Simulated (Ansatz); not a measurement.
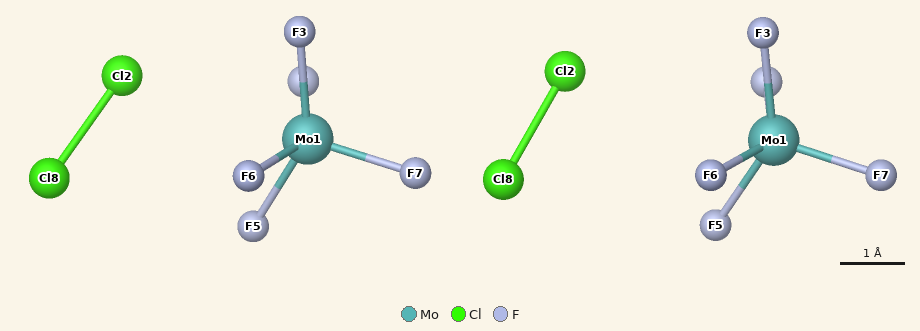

Two geometries of MoCl₂F₅ (multiplicity 2), drawn at one scale. One is the start of a relaxation, the other its converged end. A ball-and-stick model, seen at a tilt.

Level of theory: UKS PBE/def2-SVP (Ansatz). Settings: collinear spin; force threshold 0.03 eV/Å; at most 50 steps.

Q: Which geometry has the lower energy?

A: The left one is the relaxed one. The run prepares an end point of a later path (reaction) calculation, from a guessed geometry. After 4 accepted moves (5 points after the start) the energy has fallen by 2.02 kJ/mol. Largest force component: 0.14 eV/Å at the start, 0.018 eV/Å at the end. The line search rejected the trial step at point 3 of the run. A Cl atom moves most after the best rigid fit: 0.28 Å. By element the largest moves are Cl 0.28 Å, F 0.10 Å, Mo 0.10 Å. Among the contacts that change: Cl–Mo 3.508 → 3.135 Å, Cl–Cl 2.045 → 2.055 Å, F–Mo 1.863 → 1.867 Å. Bond angles that change, for instance: F–Mo–F 143.2° → 146.8°, F–Mo–F 143.8° → 147.2°. Cost: 25 s on 4 threads of Intel(R) Xeon(R) Platinum 8488C (Sapphire Rapids), with other jobs on the host, peak memory 0.42 GiB.

Limits of the set-up: the start holds two separate molecules, 3.4 Å apart at their closest, whose relative position is a soft coordinate and is computed without a dispersion correction.
